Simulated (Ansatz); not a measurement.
CH2OSSe (SMILES [SeH]C1OS1)

Input file:

```
crystal:
  periodic: [false, false, false]
  atoms:
    - { symbol: Se, position_ang: [0.33793, 1.35627, -0.88993] }
    - { symbol: C, position_ang: [0.40025, -0.12898, 0.34849] }
    - { symbol: O, position_ang: [0.79555, -1.34004, -0.12538] }
    - { symbol: S, position_ang: [1.95262, -0.73679, 0.95686] }
    - { symbol: H, position_ang: [-1.03506, 1.11304, -1.2679] }
    - { symbol: H, position_ang: [-0.42585, -0.11185, 1.05783] }
basis:
  gaussian: { orbitals: def2-SVP }
hamiltonian:
  xc: hf
relax:
  f_tol: 0.015
  max_steps: 40
output:
  orbitals: {}
```

Run with:

```sh
ansatz run input.yaml --threads 1 --pin off --max-ram 2048MiB --backend cpu --events-out ev --progress --plain --runs-dir out
```

The fields are those of the relaxed geometry.

Computed with RHF/def2-SVP in Ansatz.

> What can the converged electron density and electron localisation function tell about the bonding?

C–S (1.77 Å): ρ at the midpoint is about 1.2 e/Å³; the ELF peaks at about 0.80 between the atoms; a covalent bond.
C–Se (1.93 Å): the density is about 1.1 e/Å³ at the midpoint; the ELF peaks at about 0.95 between the atoms, as expected for a covalent bond.
Se–H (1.46 Å): ρ is about 1.4 e/Å³ halfway; the ELF climbs to about 1 towards the hydrogen, as it does in any bond to H.

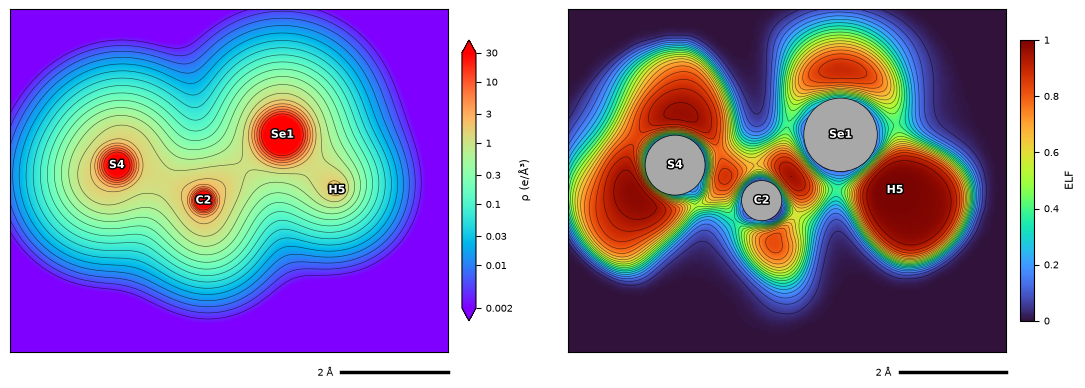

Computed electron density and electron localisation function on the plane of atoms C2, Se1 and H5, in this order. Grey discs cover the atomic cores in the ELF map. 
